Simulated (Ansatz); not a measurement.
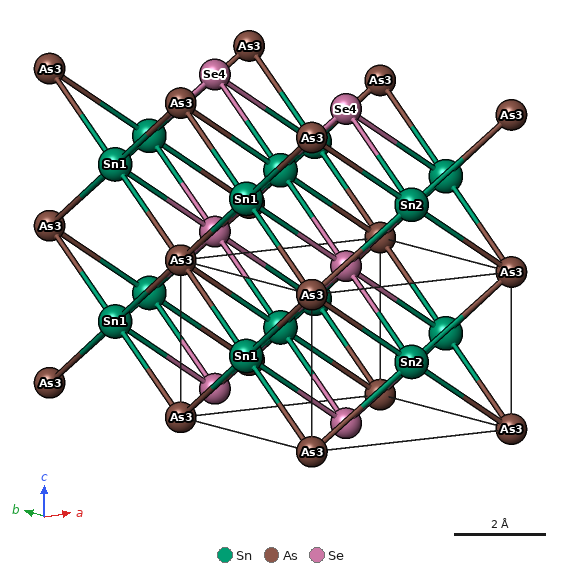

This is the input geometry for a relaxation of crystalline Sn$_{2}$AsSe (a generated structure, set up in P4/mmm) (coarse preliminary run). Style: ball-and-stick. Shown: the cell of the calculation, repeated 1 × 2 × 2 with one cell outlined, from a free direction.

The calculation used DFT PBE, scalar-relativistic, plane waves, PAW (Ansatz 0.2.0).

Input file:
```yaml
crystal:
  lattice:
    - [5.2521024745, 0.0, 0.0]
    - [0.0, 5.2521024745, 0.0]
    - [0.0, 0.0, 3.508742309]
  atoms:
    - { symbol: Sn, position: [0.0, 0.5, 0.5] }
    - { symbol: Sn, position: [0.5, 0.0, 0.5] }
    - { symbol: As, position: [0.0, 0.0, 0.0] }
    - { symbol: Se, position: [0.5, 0.5, 0.0] }
basis:
  ecutwfc: 420
kpoints:
  mp_grid: { grid: [4, 4, 6] }
hamiltonian:
  xc: pbe
scf:
  occupations: { method: gaussian, width: 0.1 }
  lower_state_search: "off"
output:
  forces: true
  stress: true
  eigenvalues: true
relax:
  adjacent_minimum: "off"
  f_tol: 0.04
  max_steps: 70
  cell: { stress_tol: 0.4 }
```

Run as
```bash
ansatz run input.yaml --threads 1 --pin off --max-ram 2560MiB --backend cpu --events-out ev --progress --plain --runs-dir out
```

Predict the outcome.

Answer. The energy falls by 0.5 meV per atom in 1 accepted move (2 points after the start). All forces vanish by symmetry, so only the cell relaxes. Pressure: −0.64 GPa at the start and 0.22 GPa at the end. At 1 point the geometry stayed and the basis and grid were re-selected for the new cell (energy shift of 0.1 meV per atom at most each time). The atoms keep their places relative to the cell (all moves are under 0.005 Å). Cell: a = b 5.252 → 5.218 Å (−0.7 %), c 3.509 → 3.499 Å (−0.3 %). Volume −1.6 %. Among the contacts that change: Sn1–Se4 3.158 → 3.141 Å, Sn1–As3 3.158 → 3.141 Å. The space group stays P4/mmm (No. 123).

Step by step:

```tsv
step	E − E(0), meV/atom	pressure, GPa	volume, Å³/atom	note
0	0.00	-0.64	24.197	
1	-0.58	0.22	23.819	
2	-0.51	0.22	23.819	same geometry, new basis
```

Final geometry:

```
CELL_PARAMETERS angstrom
5.21794 0.00000 0.00000
0.00000 5.21794 0.00000
0.00000 0.00000 3.49939
ATOMIC_POSITIONS crystal
Sn 0.00000 0.50000 0.50000
Sn 0.50000 0.00000 0.50000
As 0.00000 0.00000 0.00000
Se 0.50000 0.50000 0.00000
```
